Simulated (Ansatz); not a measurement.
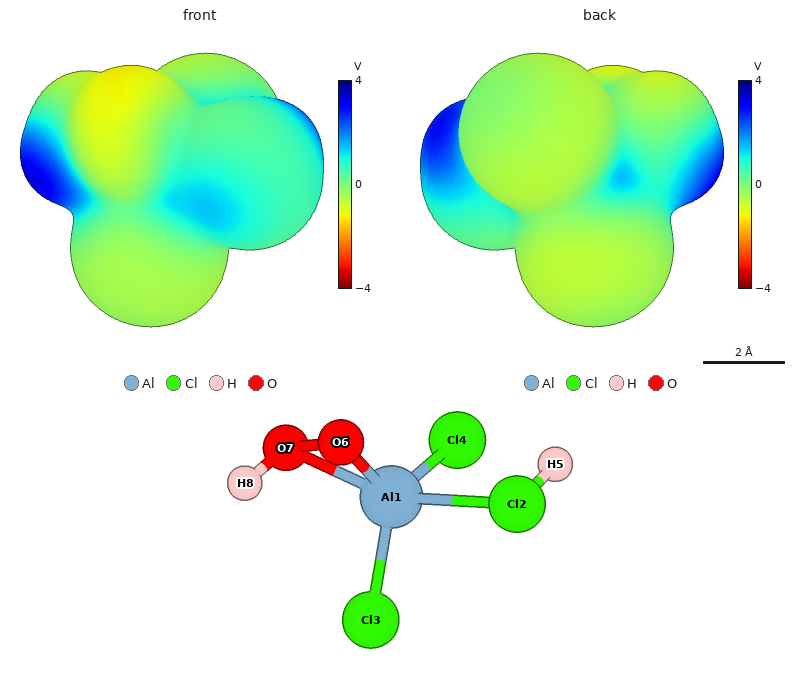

AlCl3H2O2. The electrostatic potential painted on the density surface at 0.002 e/bohr³, seen from the front and from behind; red is negative and blue positive. The bare structure is drawn below in the same view.

The product side of a reaction path; geometry: PBE0-D4/def2-TZVP; a saddle point, not a minimum.

Theory: RKS PBE0-D4/def2-TZVPP in Ansatz 0.2.0.

Input

```
crystal:
  periodic: [false, false, false]
  atoms:
    - {symbol: Al, position_ang: [0.029876, -0.330504, -0.005721]}
    - {symbol: Cl, position_ang: [-1.895147, 1.205730, -0.900481]}
    - {symbol: Cl, position_ang: [0.286595, -1.472523, -1.747398]}
    - {symbol: Cl, position_ang: [-1.209077, -1.062974, 1.530420]}
    - {symbol: H, position_ang: [-2.610108, 0.820195, 0.098670]}
    - {symbol: O, position_ang: [1.042937, 1.080399, 0.230262]}
    - {symbol: O, position_ang: [1.825823, -0.079958, 0.727405]}
    - {symbol: H, position_ang: [2.529202, -0.160364, 0.066942]}
basis:
  gaussian: {orbitals: def2-TZVPP}
hamiltonian: {xc: pbe0, dispersion: d4}
output: {orbitals: {seedname: orbitals}}
```

Launched as:

```sh
ansatz run in.yaml --threads 8 --pin off --events-out ev --progress --plain --max-ram 19148MiB
```

### Where is the surface potential most negative and most positive?

The most negative region (about −1.2 V, or −28 kcal/mol for a unit charge) lies over O6, the most positive (about +3.2 V, or +74 kcal/mol for a unit charge) over H8. O6 is the likeliest acceptor of a hydrogen bond.
